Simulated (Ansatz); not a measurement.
The calculation's input:

```
crystal:
  periodic: [false, false, false]
  atoms:
    - {symbol: C, position_ang: [2.188687, -1.133510, -1.343641]}
    - {symbol: C, position_ang: [1.085172, -0.522907, -0.548479]}
    - {symbol: C, position_ang: [-0.200015, -0.417601, -1.080362]}
    - {symbol: C, position_ang: [-1.269771, 0.125099, -0.368479]}
    - {symbol: C, position_ang: [-2.629964, 0.192439, -0.975323]}
    - {symbol: O, position_ang: [-1.171839, 0.584114, 0.815444]}
    - {symbol: Al, position_ang: [0.350527, 0.785577, 1.791011]}
    - {symbol: O, position_ang: [0.258379, 0.026663, 3.312923]}
    - {symbol: O, position_ang: [0.800478, 2.427699, 1.773107]}
    - {symbol: O, position_ang: [1.402904, -0.124394, 0.618655]}
    - {symbol: H, position_ang: [2.981365, -0.392286, -1.472897]}
    - {symbol: H, position_ang: [1.854876, -1.484580, -2.318113]}
    - {symbol: H, position_ang: [2.618900, -1.964144, -0.779196]}
    - {symbol: H, position_ang: [-0.377294, -0.783994, -2.080722]}
    - {symbol: H, position_ang: [-2.662338, -0.239161, -1.973791]}
    - {symbol: H, position_ang: [-3.337498, -0.327493, -0.325144]}
    - {symbol: H, position_ang: [-2.945552, 1.237920, -1.017363]}
    - {symbol: H, position_ang: [0.019238, -0.886755, 3.444649]}
    - {symbol: H, position_ang: [0.992046, 2.893015, 2.584122]}
basis:
  gaussian: {orbitals: def2-TZVPP}
hamiltonian: {xc: pbe0, dispersion: d4}
output: {orbitals: {seedname: orbitals}}
```

Run with:

```sh
ansatz run in.yaml --threads 4 --pin off --events-out ev --progress --plain --max-ram 46080MiB --backend cuda --devices 0, --max-vram 37GiB
```

Geometry: PBE0-D4/def2-TZVP.

All numbers below come from RKS PBE0-D4/def2-TZVPP in Ansatz.

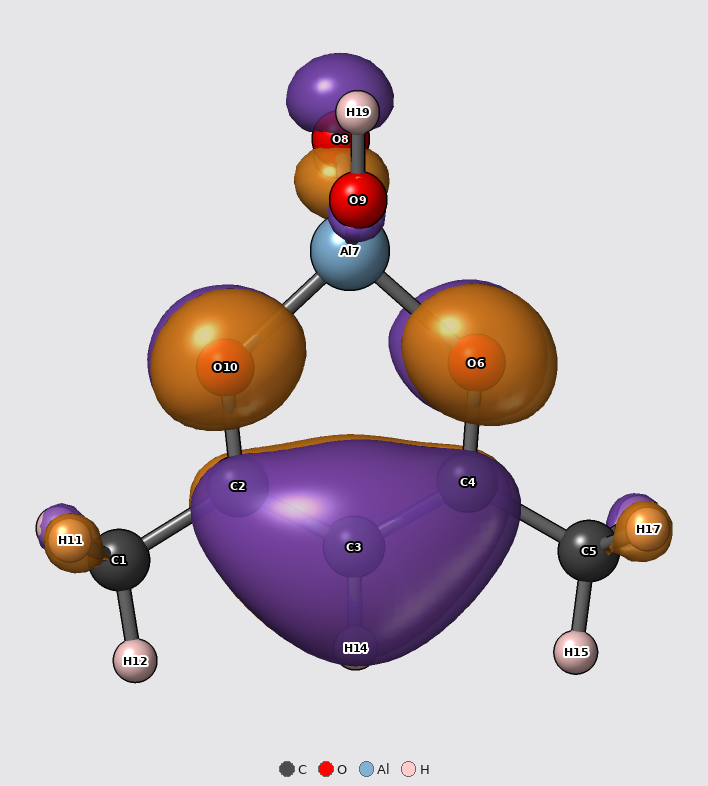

C5H9AlO4 (SMILES CC1=CC(C)=[O+][Al-]([OH])([OH])[O]1). One frontier orbital at ±0.08 Å⁻³ᐟ² (orange and purple are the two phases), seen across its widest extent.

> Which orbital is it: HOMO or LUMO?

The HOMO, at −7.50 eV. By Hirshfeld shares it lies mainly on C3 (about 40 %), O10 (about 15 %), O6 (about 15 %), C2 (about 10 %) and C4 (about 10 %).
